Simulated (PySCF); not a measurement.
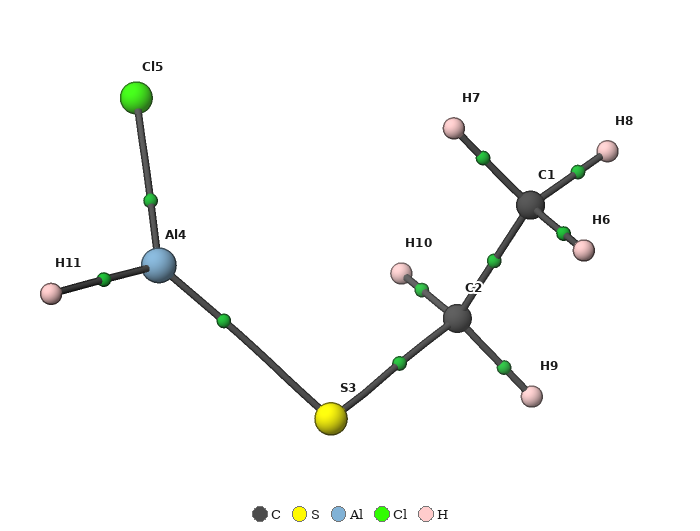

*C2H6AlClS, SMILES `CC[S][AlH][Cl]`. Molecular graph of the electron density (QTAIM): bond paths, bond critical points (green), ring points (magenta, if any); weak paths are dashed.*

Method: TPSSh/def2-SVPD; geometry: GFN2-xTB; program: PySCF. No frequency check shows the geometry to be a minimum. GFN2-xTB bond lengths at metals and heavier atoms can be off by up to 0.1 Å and shapes distorted, which carries into these values.

### How many critical points of each kind are there, and does the count close?

11 nuclei, 10 bond, 0 ring and 0 cage critical points: 11 − 10 + 0 − 0 = 1, as the Poincaré–Hopf relation requires.

### Give the properties at the bond critical points.

```json
{"bond": "C2–H9", "length (Å)": "1.089", "ρ (a.u.)": "0.282", "∇²ρ (a.u.)": "−1.05", "ε": "0.01", "H (a.u.)": "−0.305"}
{"bond": "C2–H10", "length (Å)": "1.092", "ρ (a.u.)": "0.281", "∇²ρ (a.u.)": "−1.04", "ε": "0.01", "H (a.u.)": "−0.302"}
{"bond": "C1–H6", "length (Å)": "1.087", "ρ (a.u.)": "0.280", "∇²ρ (a.u.)": "−1.03", "ε": "0.00", "H (a.u.)": "−0.301"}
{"bond": "C1–H8", "length (Å)": "1.089", "ρ (a.u.)": "0.278", "∇²ρ (a.u.)": "−1.01", "ε": "0.00", "H (a.u.)": "−0.298"}
{"bond": "C1–H7", "length (Å)": "1.093", "ρ (a.u.)": "0.275", "∇²ρ (a.u.)": "−0.98", "ε": "0.00", "H (a.u.)": "−0.291"}
{"bond": "C1–C2", "length (Å)": "1.515", "ρ (a.u.)": "0.250", "∇²ρ (a.u.)": "−0.59", "ε": "0.01", "H (a.u.)": "−0.204"}
{"bond": "C2–S3", "length (Å)": "1.850", "ρ (a.u.)": "0.167", "∇²ρ (a.u.)": "−0.26", "ε": "0.01", "H (a.u.)": "−0.109"}
{"bond": "Al4–H11", "length (Å)": "1.526", "ρ (a.u.)": "0.089", "∇²ρ (a.u.)": "+0.31", "ε": "0.03", "H (a.u.)": "−0.030"}
{"bond": "Al4–Cl5", "length (Å)": "2.026", "ρ (a.u.)": "0.078", "∇²ρ (a.u.)": "+0.42", "ε": "0.03", "H (a.u.)": "−0.011"}
{"bond": "S3–Al4", "length (Å)": "2.200", "ρ (a.u.)": "0.068", "∇²ρ (a.u.)": "+0.24", "ε": "0.22", "H (a.u.)": "−0.017"}
```

### What kind of interaction is C1–C2?

Shared-shell (covalent): ρ = 0.250, ∇²ρ = −0.59, H = −0.204 a.u.

The PySCF run took 59 s on 1 thread of Arm Neoverse V1 (shared host), peak memory 0.7 GiB.
